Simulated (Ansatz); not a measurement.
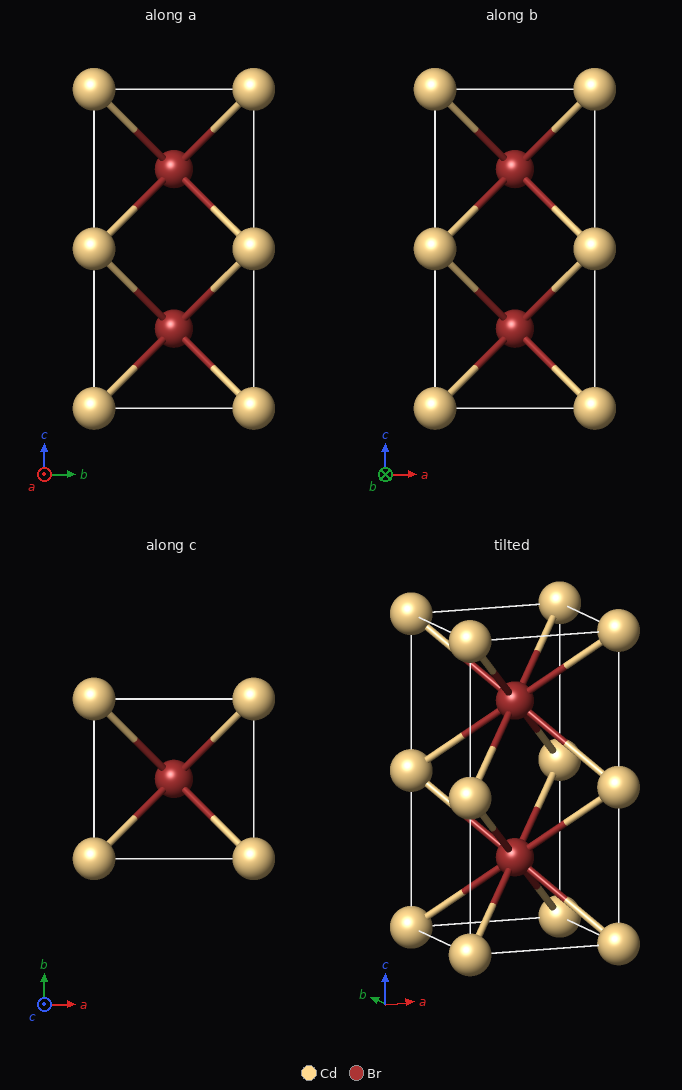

Crystal structure, ball-and-stick style, seen along the a axis, along the b axis, along the c axis and slightly off an axis. The parallelepiped is the unit cell.

Lattice parameters: a = 3.767 Å, b = 3.767 Å, c = 7.525 Å, α = 90.00°, β = 90.00°, γ = 90.00°. Put a along x and b in the xy plane.

Convert the drawing into a POSCAR file.

Answer.
```
Cd Br
1.0
     3.767    0.000    0.000
     0.000    3.767    0.000
     0.000    0.000    7.525
Cd Br
2 2
Direct
  0.0000 0.0000 0.0000
  0.0000 0.0000 0.5000
  0.5000 0.5000 0.7500
  0.5000 0.5000 0.2500
```

The cell started as a structure type filled with these elements by a generator (whether the compound takes this form wasn't checked). Earlier steps of the study may have refined or changed the cell and positions. It went into a calculation with Ansatz.
